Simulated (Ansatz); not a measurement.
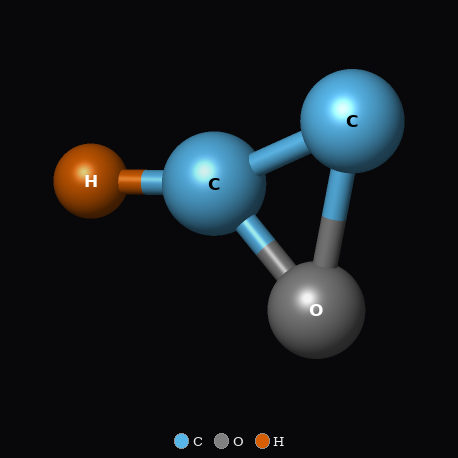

Ball-and-stick drawing of a structure.

Charge 0, doublet. Computed geometry: PBE0-D4/def2-TZVP optimisation. No frequency run is at hand to confirm it as a minimum.

Question: Give the formula.

Answer: C₂HO, 4 atoms: 2 carbon, 1 hydrogen and 1 oxygen.

Question: Count the bonded pairs by element.

Answer: 2 C–O, 1 C–C, 1 C–H. Sticks follow a distance rule.

Question: Give the symmetry (Schoenflies symbol).

Answer: Cs.

Question: How many atoms are distinct by symmetry?

Answer: 4: 1 C, 1 C, 1 O, 1 H.

The parts below concern this one geometry. Atoms keep their numbers from picture to picture.

Geometry

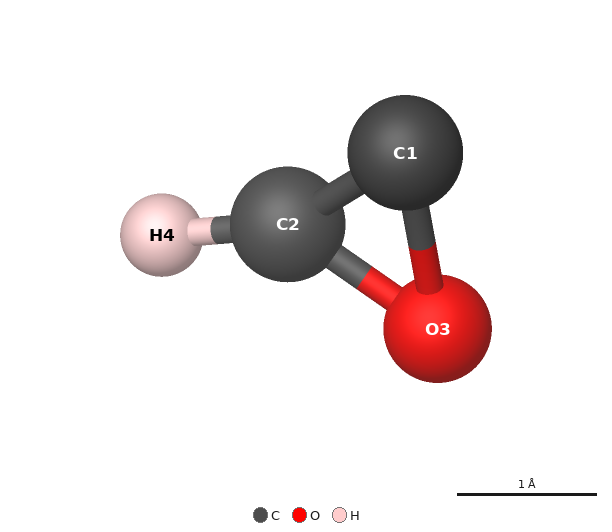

The atoms are numbered. No frequency run is at hand to confirm it as a minimum.

Which atoms are bonded, and how long are the bonds?

```
 bond  length (Å)
C1–C2       1.343
C1–O3       1.580
C2–O3       1.318
C2–H4       1.079
```

Electronic properties

No frequency run is at hand to confirm it as a minimum. Method: UHF-CCSD(T), frozen core/def2-TZVPP (Ansatz 0.2.0).

Question: What is the ⟨S²⟩ of the determinant?

Answer: 0.775.

Question: Give the T1 diagnostic at this level.

Answer: 0.020.

Dipole moment

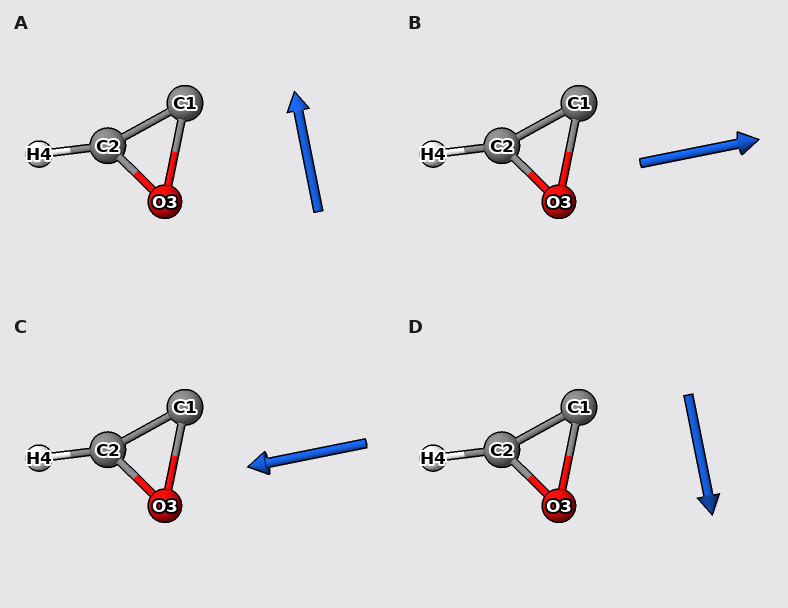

The same molecule four times, each with an arrow. No frequency run is at hand to confirm it as a minimum. Method: UKS PBE0-D4/def2-TZVP (Ansatz 0.2.0).

Question: Which arrow points along the dipole moment, from the negative to the positive end?

Answer: C. The dipole moment is 3.04 D; it points from the side of C1 to the side of H4 (the outermost atoms at the two ends).

Charges

The questions are on Mulliken charges. No frequency run is at hand to confirm it as a minimum. Method: UKS PBE0-D4/def2-TZVP (Ansatz 0.2.0).

Give the Mulliken charges atom by atom.

```json
{"atom": "C1", "value (e)": "−0.15"}
{"atom": "C2", "value (e)": "0.11"}
{"atom": "O3", "value (e)": "−0.15"}
{"atom": "H4", "value (e)": "0.18"}
```

Mulliken values depend strongly on the basis set and can even reverse the polarity of a bond.
